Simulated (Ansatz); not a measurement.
# Molecular dynamics of H17ClO8 (part 2 of 4)

The same run, continued: H17ClO8 (disordered cell, 26 atoms in the cell); DFT PBE-D3(BJ), scalar-relativistic, plane waves, PAW, no spin polarisation (Ansatz 0.2.0); cutoff 420 eV, 1×1×1 k-mesh, Fermi–Dirac smearing of 0.05 eV. It belongs to a series of runs on one base structure; here: dynamics from the last frame of the run before.

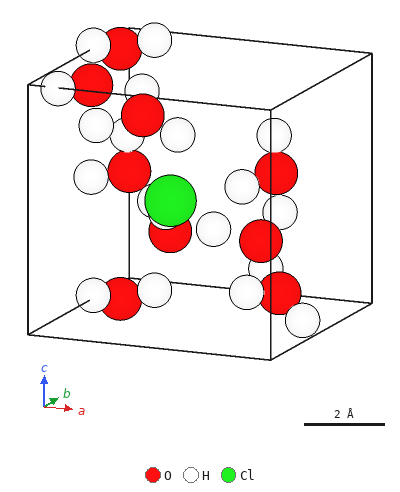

Figure 1. The geometry at step 67 of the log (spheres-only view of the cell of the calculation, seen slightly off an axis).

### Output, continued
```
md step    57: t =    28.50 fs  T =  1005.0 K  F+E_penalty+E_count = -5891.78610043 eV  E_kin = 3.377404 eV  conserved = -5871.03300229 eV  P_inst = 3.6314 GPa  V = 274.9638 Å³  selection 1  (6 SCF iters)
md step    58: t =    29.00 fs  T =   991.8 K  F+E_penalty+E_count = -5891.91907170 eV  E_kin = 3.333069 eV  conserved = -5871.03424411 eV  P_inst = 3.2081 GPa  V = 274.6795 Å³  selection 1  (6 SCF iters)
md step    59: t =    29.50 fs  T =  1176.0 K  F+E_penalty+E_count = -5892.08073906 eV  E_kin = 3.952409 eV  conserved = -5871.03830285 eV  P_inst = 2.9863 GPa  V = 274.4396 Å³  selection 1  (6 SCF iters)
md step    60: t =    30.00 fs  T =  1221.5 K  F+E_penalty+E_count = -5892.21780112 eV  E_kin = 4.105084 eV  conserved = -5871.03819930 eV  P_inst = 2.6491 GPa  V = 274.1980 Å³  selection 1  (8 SCF iters)
md step    61: t =    30.50 fs  T =  1289.2 K  F+E_penalty+E_count = -5892.30072212 eV  E_kin = 4.332790 eV  conserved = -5871.03831515 eV  P_inst = 2.4169 GPa  V = 273.9257 Å³  selection 1  (6 SCF iters)
md step    62: t =    31.00 fs  T =  1182.2 K  F+E_penalty+E_count = -5892.33776190 eV  E_kin = 3.973119 eV  conserved = -5871.03740706 eV  P_inst = 1.9709 GPa  V = 273.6659 Å³  selection 1  (6 SCF iters)
md step    63: t =    31.50 fs  T =  1229.2 K  F+E_penalty+E_count = -5892.32699596 eV  E_kin = 4.130907 eV  conserved = -5871.03716416 eV  P_inst = 1.8013 GPa  V = 273.4458 Å³  selection 1  (6 SCF iters)
md step    64: t =    32.00 fs  T =  1122.0 K  F+E_penalty+E_count = -5892.28950964 eV  E_kin = 3.770908 eV  conserved = -5871.03591274 eV  P_inst = 1.5752 GPa  V = 273.2526 Å³  selection 1  (6 SCF iters)
md step    65: t =    32.50 fs  T =  1219.0 K  F+E_penalty+E_count = -5892.23593536 eV  E_kin = 4.096925 eV  conserved = -5871.03583537 eV  P_inst = 1.6879 GPa  V = 273.0630 Å³  selection 1  (6 SCF iters)
md step    66: t =    33.00 fs  T =  1184.0 K  F+E_penalty+E_count = -5892.15429782 eV  E_kin = 3.979198 eV  conserved = -5871.03561939 eV  P_inst = 1.6200 GPa  V = 272.8655 Å³  selection 1  (7 SCF iters)
md step    67: t =    33.50 fs  T =  1116.9 K  F+E_penalty+E_count = -5892.05632821 eV  E_kin = 3.753675 eV  conserved = -5871.03393219 eV  P_inst = 1.5301 GPa  V = 272.6433 Å³  selection 1  (6 SCF iters)
md step    68: t =    34.00 fs  T =  1145.4 K  F+E_penalty+E_count = -5891.95639906 eV  E_kin = 3.849337 eV  conserved = -5871.03307732 eV  P_inst = 1.6230 GPa  V = 272.3951 Å³  selection 1  (6 SCF iters)
md step    69: t =    34.50 fs  T =  1183.7 K  F+E_penalty+E_count = -5891.86400080 eV  E_kin = 3.978159 eV  conserved = -5871.03351691 eV  P_inst = 1.7877 GPa  V = 272.1561 Å³  selection 1  (7 SCF iters)
Crystal: 26 atoms, lattice volume = 271.918 Å³
Basis set: ecut = 420 eV (smoothed over ±10.0 %; plane waves to 466.9 eV, density to 1867.5 eV), 6211 PW (Γ), exchange–correlation on 96×96×96 points (8 copies of the dense FFT grid, shifted against one another)
preconditioner: auto → Resta (q_TF=auto, 2.186 Å⁻¹)  ε∞=2.2  [insulator: Δε(μ)=4.037 eV  Ē_g=17.306 eV  σ=0.050 eV  W_gap=1.00  n_scr=52 (ndim 8)  ℏωp=19.1 eV  f_vac=0.252  D(μ)=0.00/eV (n_scr^D=0)  ε∞_Penn≈2.2]
md step    70: t =    35.00 fs  T =  1184.4 K  F+E_penalty+E_count = -5891.78864200 eV  E_kin = 3.980586 eV  conserved = -5871.03177287 eV  P_inst = 1.9057 GPa  V = 271.9177 Å³  selection 1  (8 SCF iters)
```

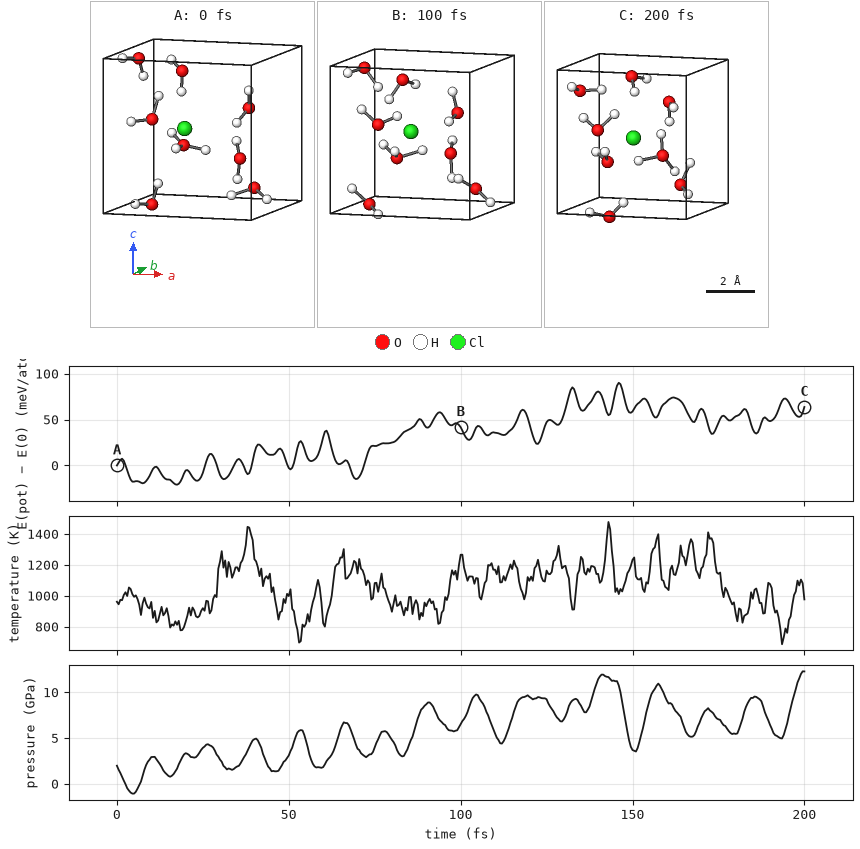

Figure 2. Frames of the molecular dynamics (ball-and-stick, simulation cell, seen slightly off an axis) above the curves, on which the letters mark them. The trajectory kept here has 401 frames over 200 fs. The temperature starts at 962 K, ranges from 687 to 1478 K and averages 1111 K over the second half. The potential energy ends 63.7 meV/atom above its first value. The conserved quantity stays within 0.8 meV/atom. With the common drift removed, the root-mean-square displacement is 0.86 Å, and H9 has moved furthest (1.72 Å).

```
Crystal: 26 atoms, lattice volume = 271.669 Å³
preconditioner: auto → Resta (q_TF=auto, 2.187 Å⁻¹)  ε∞=2.2  [insulator: Δε(μ)=4.067 eV  Ē_g=17.317 eV  σ=0.050 eV  W_gap=1.00  n_scr=48 (ndim 8)  ℏωp=19.1 eV  f_vac=0.252  D(μ)=0.00/e
[...]
Internal energy: -5890.304238 eV  (E = F + TS)
E sigma→0 (E₀):  -5890.304238 eV
Fermi energy:    2.514079 eV
--- Per-component energies (eV) ---
  E_band       = -540.882368
  E_kinetic    = 1817.797749
  E_local      = -4560.230500  (includes V_loc(G=0)·N_el)
  E_nonlocal   = 446.654749
  E_hartree    = 1564.142787
  E_xc         = -848.400761
  E_vxc        = -1070.118526  (∫ρ·V_xc dr)
  E_paw        = -1941.110135  (= ΣΔE_a)
  E_vpaw       = -303.271480  (= ΣTr[D̂ρ^β])
  E_aug_tail   = -0.000097  (compensation charges beyond the density's cutoff)
  E_ewald      = -2367.723847
  E_disp       = -1.434184  (pairwise vdW)
  E_smearing   = -0.000000  (= −TS)
  E_closure    = -0.000000  (closes the sum)
  Σ components = -5890.304238   (vs F -5890.304238, Δ=0.00e0)
--- Forces (eV/Å), atoms counted from 1 ---
  atom   1  O     -0.15035860    -0.65658680     1.24681864
  atom   2  H      0.30016238     0.24008382    -0.31884296
  atom   3  H      0.05599691     0.17081588    -0.32912973
  atom   4  O      3.54715414    -3.11941387    -1.53945270
  atom   5  H     -1.25922899     2.01821534     1.40493876
  atom   6  H     -0.17110980     1.19627599    -0.36446615
  atom   7  O     -0.28393096     0.84135824     1.66151871
  atom   8  H      0.77276202    -0.42366629    -0.49890168
  atom   9  H     -1.47046347    -0.74368007    -2.02513007
  atom  10  O     -4.30826978    -0.56525025    -4.75643574
  atom  11  H      4.96040205     0.43678858     5.31948495
  atom  12  H     -0.25587378    -0.59087898     0.38426771
  atom  13  O      0.27344418    -1.13110156     0.39288300
  atom  14  H     -0.92954114    -0.55694495    -0.10395620
  atom  15  H      0.09598236     0.47877547    -1.47802965
  atom  16  O      0.36602143    -2.18238022     0.53474393
  atom  17  H      0.07388905     1.06387759    -0.56621517
  atom  18  H     -0.90435111     1.42793034    -0.70030567
  atom  19  O      0.22974793     1.63209216     0.66846500
  atom  20  H      0.58480050    -0.63290648    -0.72662580
  atom  21  H     -1.60286217     0.24916659    -0.20446017
  atom  22  O      1.01163225    -0.51574876     3.25937642
  atom  23  H     -0.25311278     0.65212416    -2.72780286
  atom  24  H     -0.19027417     0.34104788     0.38917867
  atom  25  Cl    -0.56737724     0.45707282     0.99432271
  atom  26  H      0.07474462    -0.08706429     0.08373586
  max |Σ_I F_I| component: 2.02e-5 eV/Å
--- Stress (GPa, compression-positive) ---
       10.775994      -0.323268       0.918884
       -0.323268       9.892706       2.688506
        0.918884       2.688506      10.792451
  P = ⅓ Tr σ = 10.4871 GPa (104.871 kbar)
--- MD trajectory: 400 steps, t = 0.0 → 200.0 fs ---
  final state: T = 976.7 K   F+E_penalty+E_count = -5890.29128844 eV   E_kin = 3.282600 eV
  conserved energy: peak-to-peak 2.073e-2 eV (7.974e-4 eV/atom) at the most on one of 5 selections of grids, which stood over 42.0 fs
  cell: V = 195.2273 Å³ at the end; means of 401 rows, the approach among them: V = 235.1534 Å³, P_inst = 5.7985 GPa
  mean static stress (GPa): xx 3.5204  yy 4.0298  zz 4.8921  yz 0.1412  xz -0.4353  xy -0.3652
  cell of the mean metric: 6.2281  5.9706  6.3106 Å, 90.000  90.000  90.000°
  the result is of one more SCF, on plane waves selected at the last cell: its energy does not rank with the rows'
```

### Trajectory as extended XYZ (Å, eV, eV/Å), 18 of the 401 frames kept, from step=0 to step=400
```
26
Lattice="6.6267 0.0000 0.0000 0.0000 6.6267 0.0000 0.0000 0.0000 6.6267" Properties=species:S:1:pos:R:3:forces:R:3 step=0 time_fs=0.0 energy=-5891.94865 temperature=961.5 pressure_GPa=1.99
O     3.4793    0.1539    6.2345    1.8869  -1.7407   3.3073
H     2.8111    0.6960    6.6221   -1.1140   0.7971   0.5485
H     3.3995    0.2950    5.3310   -0.1363   0.4938  -3.3057
O     2.1891    4.1251    2.5027   -0.5623  -2.9665  -1.0623
H     1.4839    4.6606    2.9365   -1.9890   1.2439   1.1576
H     3.0304    4.5586    2.2755    2.5573   0.9508  -0.7007
O     5.8283    2.7457    1.0059   -0.8429  -2.8070  -1.7773
H     6.6073    2.1143    0.6292   -1.3956   1.5382   0.9538
H     5.0062    2.1499    0.7264    2.0081   1.6892   0.9027
O     0.4565    5.0613   -0.2249    0.1798  -0.4414   0.6596
H     0.7542    4.9752    0.6938    0.7147   0.9433   0.2921
H    -0.0013    4.2059   -0.1206   -1.0031  -0.2368  -0.7378
O     4.3062    5.3350    1.8682   -2.0090   2.3024   2.1843
H     4.0973    5.6110    0.9431    0.0482   0.3964  -0.0132
H     3.8669    6.1646    2.4977    1.7221  -1.9481  -2.0409
O     1.1109    1.3944    6.5124    0.8900   0.5344   3.7198
H     1.1693    1.8384    5.7104   -0.0846   0.4823  -3.0470
H     0.6669    0.5674    6.6065   -0.7188  -1.5654  -1.0614
O     6.9423    5.4850    3.3570    1.8199   1.4477   1.3204
H     7.1270    5.8080    4.3271   -0.9391  -1.3570  -2.3199
H     6.2419    4.7969    3.3120   -0.4145   0.2249   1.1022
O     5.2163    3.8316    4.2583   -0.5821  -2.3994  -0.4540
H     4.9525    3.0115    3.7201   -0.1284   1.2597   0.1471
H     5.3830    3.3226    5.0742    0.0470   0.5984   0.3753
Cl    3.1748    1.3734    3.6005   -0.1897   0.1020  -0.8203
H     2.1876    3.1214    2.4876    0.2353   0.4576   0.6699
26
Lattice="6.5909 0.0000 0.0000 0.0000 6.5639 0.0000 0.0000 0.0000 6.5644" Properties=species:S:1:pos:R:3:forces:R:3 step=24 time_fs=12.0 energy=-5892.03460 temperature=840.4 pressure_GPa=2.43
O     3.3525    0.1151    6.1559    5.2599  -2.3952  -2.1394
H     2.6128    0.5908    6.2980   -4.4209   2.5342   1.7340
H     3.4982    0.5261    5.2060    0.4025  -1.0959   1.1215
O     2.2580    4.0205    2.3364   -1.2816   1.2997  -0.4669
H     1.3916    4.9293    2.8684   -0.3070  -1.7084  -0.2516
H     3.1172    4.5387    1.8821    0.0210  -0.9476   1.2969
O     5.7848    2.7250    1.0449   -2.4009  -1.9639  -1.0734
H     6.6427    2.2534    0.8395   -0.7586   0.1039  -0.0333
H     4.9854    2.0469    0.7512    2.8621   2.1360   1.0335
O     0.4048    5.1728   -0.2062    0.9358   2.5027  -0.7133
H     0.9450    5.1999    0.5884    0.6228  -0.0813   0.2263
H     0.0321    4.3325   -0.1296   -1.6609  -2.6236   0.4479
O     4.1727    5.3275    1.8261    0.4123  -0.5399  -2.4010
H     3.9964    5.7467    0.9193    0.2971   0.3050   0.4379
H     4.0717    6.0202    2.4711   -0.3606   1.2493   0.9448
O     1.2143    1.4010    6.4919   -1.0145   0.5598  -1.2348
H     1.0337    1.6540    5.5380    0.4838  -0.1113   1.0079
H     0.6270    0.6277    6.5802   -0.0660  -0.3816  -0.0309
O     6.9754    5.3273    3.2474    0.4842   0.4263   2.1789
H     6.9681    5.1285    4.2397    0.9409   1.1844  -0.4186
H     6.2437    4.6780    3.1790   -0.9484  -0.8971  -1.1982
O     5.1199    3.7352    4.1495   -0.2919  -0.7982  -2.4583
H     4.7401    2.8930    3.6950    0.2270   1.2345   0.4805
H     5.1467    3.4573    5.0397   -0.0248  -0.4111   2.0938
Cl    3.2447    1.3833    3.5822   -0.0203   0.0519  -0.5770
H     2.1754    3.0571    2.5188    0.6068   0.3674  -0.0073
26
Lattice="6.5895 0.0000 0.0000 0.0000 6.4715 0.0000 0.0000 0.0000 6.5148" Properties=species:S:1:pos:R:3:forces:R:3 step=47 time_fs=23.5 energy=-5892.38072 temperature=860.5 pressure_GPa=3.13
O     3.2783   -0.0226    6.1014    3.6717  -1.9055  -0.6480
H     2.5135    0.4865    6.3496   -0.4825   1.4908  -0.0645
H     3.8270    0.4259    5.3819   -1.5241  -0.2922   0.7353
O     2.1840    3.9912    2.1628    1.3075  -1.5399  -0.0755
H     1.4934    4.5864    2.7568    0.0712   0.3843  -0.7239
H     3.2623    4.3492    2.0809   -1.1530   1.0167  -0.6142
O     5.7627    2.5719    1.0398   -0.1567   0.0065  -0.0600
H     6.6430    2.2194    0.7362   -0.6150  -0.3229   0.1342
H     5.1093    1.8294    1.0138    0.6744   0.6379  -0.0386
O     0.3760    5.2116   -0.2220    0.0170  -1.0531   0.4490
H     1.1190    5.2632    0.4099    0.2197  -0.3963  -0.1769
H     0.0225    4.3139    0.0267   -0.2346   0.8150  -0.1473
O     4.1004    5.2430    1.7262    1.8818   0.6016   0.4925
H     4.1674    5.6539    0.8023   -0.9755   0.0814   0.5643
H     4.2196    5.9332    2.4348   -0.2912  -0.2711  -0.6995
O     1.2256    1.3165    6.3893   -0.5865   0.4622   0.4523
H     1.1100    1.5311    5.4470    0.1042  -0.1713  -0.1784
H     0.7865    0.4506    6.5343   -0.6009   0.3246  -0.4678
O     7.0564    5.1900    3.1775   -1.6648  -0.8045  -2.0700
H     7.3256    5.0946    4.0820   -0.6356  -0.1441   1.6927
H     6.3350    4.4416    2.9082    1.3124   1.8899   1.8799
O     5.1683    3.6566    4.0051    0.3141  -0.7797  -4.5397
H     4.7279    2.8217    3.6400    0.1516   0.6462   0.6092
H     5.0361    3.6473    4.8963   -0.7299  -0.1213   4.0697
Cl    3.2630    1.3723    3.5757   -0.0111   0.1920  -0.5803
H     2.3020    3.1497    2.6558   -0.0644  -0.7470   0.0056
26
Lattice="6.6088 0.0000 0.0000 0.0000 6.3816 0.0000 0.0000 0.0000 6.4414" Properties=species:S:1:pos:R:3:forces:R:3 step=71 time_fs=35.5 energy=-5891.76278 temperature=1159.1 pressure_GPa=1.98
O     3.2138   -0.2475    6.0195    2.4047   5.0976  -0.5598
H     2.8468    0.7704    6.3175   -0.1558  -3.3171  -0.5463
H     3.9995    0.2295    5.4524   -2.2863  -1.8673   0.7225
O     2.2250    3.7884    1.9922   -1.2195   2.0380  -0.1254
H     1.5737    4.4044    2.5953   -0.3544  -0.0365  -0.6020
H     3.0724    4.5973    1.9410    0.9367  -0.9191  -0.3890
O     5.7851    2.4738    1.0894   -0.5015   1.3372   0.2988
H     6.4747    2.2370    0.4553    0.4890  -0.9623  -0.1927
H     5.2269    1.7146    1.2819   -0.0138  -0.2329  -0.0097
O     0.2498    5.2100   -0.2464    1.3402  -1.2061   0.0923
H     1.2136    5.0928   -0.0164   -0.6715   0.1956  -0.3698
H    -0.0579    4.3166    0.0208   -0.6893   0.4834   0.2714
O     4.1433    5.1284    1.6242   -0.5409  -0.6687  -2.6229
H     3.9008    5.7230    0.7514   -0.2766  -1.2738   0.4784
H     4.3738    5.8032    2.2033    0.8389   2.1029   2.6610
O     1.1545    1.3022    6.2463   -0.8522  -2.2193  -2.6632
H     1.3629    1.2327    5.2374   -0.1518   0.7480   1.6650
H     0.6003    0.3822    6.2625    1.1595   2.2848   0.5827
O     7.1287    5.1760    3.0923   -1.8018  -3.0260  -2.5830
H     7.0700    5.1997    4.0094    0.3973   0.8629   3.3644
H     6.4575    4.2745    3.0930    0.8110   2.2844  -0.3393
O     5.2431    3.5389    3.8479   -0.2243  -0.4160  -0.6563
H     4.5636    2.8243    3.6161    0.5679   0.1749  -0.0414
H     5.0784    3.7009    4.7705   -0.0902   0.2220   0.9268
Cl    3.3260    1.3125    3.4632   -0.0403   0.0490  -0.0440
H     2.4180    3.1118    2.6350    0.9250  -1.7357   0.6815
26
Lattice="6.5621 0.0000 0.0000 0.0000 6.2554 0.0000 0.0000 0.0000 6.4358" Properties=species:S:1:pos:R:3:forces:R:3 step=94 time_fs=47.0 energy=-5891.49072 temperature=846.1 pressure_GPa=1.43
O     3.1677   -0.3526    5.9352    0.9225   2.6230   0.1861
H     2.9519    0.6838    6.3297    0.5892  -3.4422  -1.5028
H     4.0582   -0.3700    5.4146   -2.1045   0.7252   0.8348
O     2.2058    3.6284    1.9636    2.4751  -2.1514   0.1224
H     1.5802    4.1864    2.4501   -0.8235   0.2212   1.0429
H     3.2897    4.5304    1.8938    0.0444  -0.9465   0.7782
O     5.7374    2.5113    1.1157   -1.6505   0.2490   1.8879
H     6.0875    2.1789    0.3081    0.9497  -1.0100  -1.1183
H     5.3238    1.7600    1.6261    0.5059   1.0029  -0.6610
O     0.2401    5.0479   -0.3662   -0.7659   0.6525  -0.2584
H     1.1434    4.9274   -0.6904    0.1575  -0.6871   0.3703
H    -0.1414    4.2384    0.0085    0.4824  -0.1008   0.3820
O     4.1602    5.0605    1.5100    0.0324  -0.4339   0.0264
H     3.5722    5.3316    0.6479    1.0662   0.9826  -0.0338
H     4.5600    5.7949    2.0386   -0.8521  -0.3885  -0.0700
O     1.0974    1.3561    6.2425   -0.3509  -1.4101  -0.8808
H     1.6261    1.3049    5.3939   -1.1357  -0.0030   0.4132
H     0.4549    0.5201    6.2693    2.0341   1.4316  -0.2045
O     6.9726    5.1434    3.1879   -0.0191  -1.9146  -4.6730
H     7.0081    5.5024    4.0132   -0.0824   1.3019   3.6021
H     6.3994    4.2999    3.2016    0.2034   1.2301   0.5319
O     5.2481    3.4914    3.8225   -0.6906  -0.6867  -0.1529
H     4.5387    2.8089    3.6760    0.2549  -0.2052  -0.2718
H     5.0591    3.7838    4.7067    0.0733   0.3903   0.9309
Cl    3.3842    1.2159    3.4255   -0.0665   0.1337  -0.2679
H     2.5704    2.7090    2.4890   -1.2495   2.4360  -1.0140
26
Lattice="6.5046 0.0000 0.0000 0.0000 6.1409 0.0000 0.0000 0.0000 6.4170" Properties=species:S:1:pos:R:3:forces:R:3 step=118 time_fs=59.0 energy=-5891.51339 temperature=1054.8 pressure_GPa=1.80
O     3.1427   -0.3979    5.9396    1.3515   4.4160   0.2620
H     3.1895    0.6954    6.3097   -0.7059  -3.9784  -1.5208
H     3.8979   -0.3804    5.2967   -0.8043   0.2554  -0.2899
O     2.1881    3.4832    2.0009    2.1340  -3.0290   1.0730
H     1.4280    3.7802    2.5085   -0.8006   1.2147   0.3989
H     3.3507    4.2278    1.8916   -0.4706   0.9082  -0.2209
O     5.6699    2.5951    0.9985   -0.9139  -1.6970   1.2945
H     6.0722    2.0867    0.2668    0.5870   0.0064  -0.2416
H     5.5910    1.8401    1.6904    0.1714   1.9779  -1.0999
O     0.1776    4.9473   -0.4005   -1.5439  -1.9999   1.5137
H     0.8896    4.5769   -0.9057    1.1096  -0.1958  -0.6660
H    -0.0551    4.1045    0.1457    0.0253   1.7317  -0.0509
O     4.0850    4.9666    1.5082    1.7232   0.0055   1.3548
H     3.8776    5.3628    0.5644   -0.8344  -0.6404   0.6860
H     4.4797    5.6608    2.1129   -0.7829  -1.0667  -0.1689
O     1.0140    1.3280    6.2066    0.3608  -1.2633  -1.1919
H     1.5705    1.3734    5.3777   -0.8396  -0.0956   0.7162
H     0.6239    0.3699    6.2110    0.9376   1.2428   0.0402
O     6.8018    5.0551    3.2740    0.1899  -0.1689  -2.1713
H     7.2025    5.5860    3.9291    0.6034   0.9317   1.1207
H     6.2796    4.3134    3.6503   -0.1472  -0.0126  -0.2216
O     5.1814    3.3421    3.8920   -0.6334  -0.8756  -0.0055
H     4.5534    2.5182    3.7597    0.6348   1.1788   0.7150
H     5.0740    3.8588    4.7058   -0.6655  -0.7541   0.3466
Cl    3.4103    1.0830    3.3930   -0.0539   0.1158  -0.0166
H     2.5111    2.6086    2.5744   -0.6322   1.7923  -1.6559
```
